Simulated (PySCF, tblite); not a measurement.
# C6H11Si radical: geometry, infrared bands and EPR parameters

Wanted: the infrared bands and EPR parameters of C6H11Si radical (`[CH2]C#C[Si](C)(C)C`), by calculation.

Programs: tblite 0.8.0 and PySCF 2.14.0, with density-fitted response routines of our own. Each step states its level of theory. These are calculated values for one molecule in the gas phase, unless marked as measured. Atoms are numbered from 0 throughout.

## 1. The molecule as given

18 atoms, charge 0, multiplicity 2; geometry from: force field or distance geometry start.

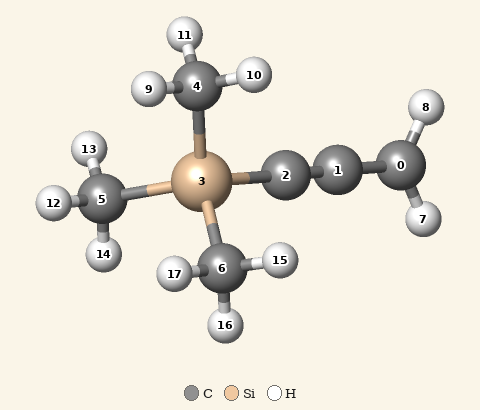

The starting geometry (carbon grey, silicon light orange, hydrogen white), atoms numbered.

## 2. Geometry optimisation with GFN2-xTB

What the job is given:

```
{"job": {"kind": "relax", "xc": "GFN2-xTB", "basis": "xTB"}, "charge": 0, "multiplicity": 2}
C      3.851900     0.273300    -0.613300
C      2.446100     0.180500    -0.401000
C      1.278500     0.087400    -0.200200
Si    -0.593200    -0.035300     0.083700
C     -1.337900     1.672700     0.227500
C     -1.399500    -0.961000    -1.336500
C     -0.912500    -0.973500     1.683600
H      4.488300    -0.579100    -0.451100
H      4.280900     1.209900    -0.938500
H     -2.419900     1.614000     0.396000
H     -0.891900     2.228200     1.047700
H     -1.171600     2.236200    -0.699900
H     -2.479100    -1.045400    -1.168300
H     -1.222200    -0.433400    -2.280100
H     -0.984100    -1.960300    -1.425100
H     -0.462100    -0.457300     2.549700
H     -0.491700    -1.982100     1.640100
H     -1.989000    -1.068700     1.874000
```

Launch:

```console
$ OMP_NUM_THREADS=1 python probes_run.py task.json out
```

The driver reads the jobs from task.json and runs them one after another.

**Question.** This job is followed by: GFN2-xTB harmonic vibrations, gas phase; UKS B3LYP, pcH-1 on C H Si, non-relativistic, mean-field spin-orbit, GIAO. Predict these results of the whole session: strongest single infrared mode (GFN2-xTB); zero-point energy (GFN2-xTB); g(iso) (B3LYP); ⟨S²⟩; largest a(iso) (averaged by class); potential on the surface of density 0.002 e/bohr³, 1st and 99th percentile.

The runs gave:

```
                                                                  quantity                 value
                                 strongest single infrared mode (GFN2-xTB)  867 cm⁻¹, 291 km/mol
                                              zero-point energy (GFN2-xTB)         89.7 kcal/mol
                                                            g(iso) (B3LYP)               2.00273
                                                                      ⟨S²⟩    0.770 (exact 0.75)
                                        largest a(iso) (averaged by class)   13C on C0, 60.2 MHz
potential on the surface of density 0.002 e/bohr³, 1st and 99th percentile    -0.70 V and 0.91 V
```

What this shows: Relaxing lowered the energy by 0.283 eV in 24 steps; the close pair that moved most is C0–C1, from 1.425 to 1.345 Å. The lowest mode is imaginary (41i cm⁻¹), so the xTB geometry is not a minimum: the zero-point energy counts the real modes alone, and all values at this geometry belong to a saddle point. The strongest single mode, at 867 cm⁻¹, has its largest shares on Si3, H17, H12 and H9 (the list is cut at 4 atoms). Unscaled tight-binding wavenumbers are off by several per cent, some by more. Its intensities can rank the bands wrongly. The largest spin populations lie on C0 (0.75 e), C2 (0.58 e). The isotropic g lies 0.4 ppt above the free-electron value. The conformer search found further structures of the same energy, which may be mirror or relabelled copies of this one.
